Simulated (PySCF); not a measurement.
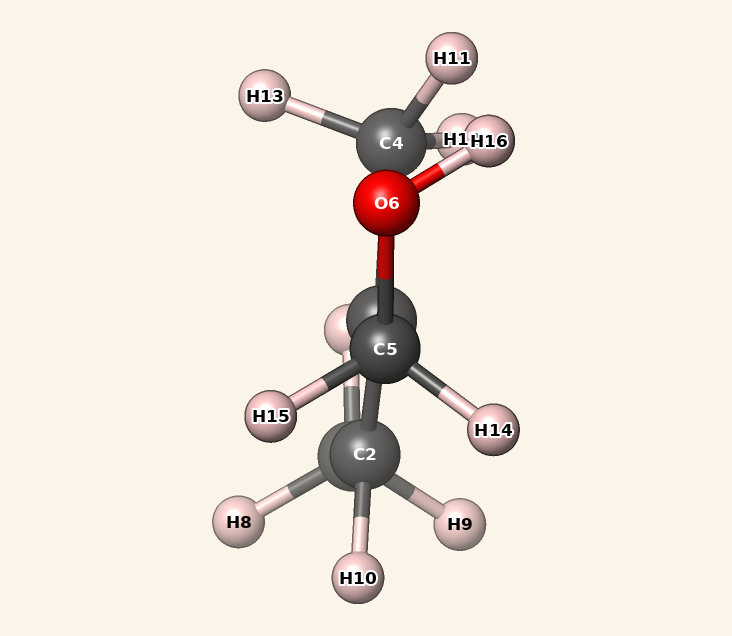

C3 lies behind C5. The molecule seen nearly along the C5–C3 bond, C5 in front. Atoms fade into the background with distance from the viewer. Geometry: an image of a reaction path computed with GFN2-xTB, not a minimum.

What is the torsion angle O6–C5–C3–C4? The sign is positive where the front bond must turn clockwise to cover the back bond.

4°, synperiplanar (eclipsed).
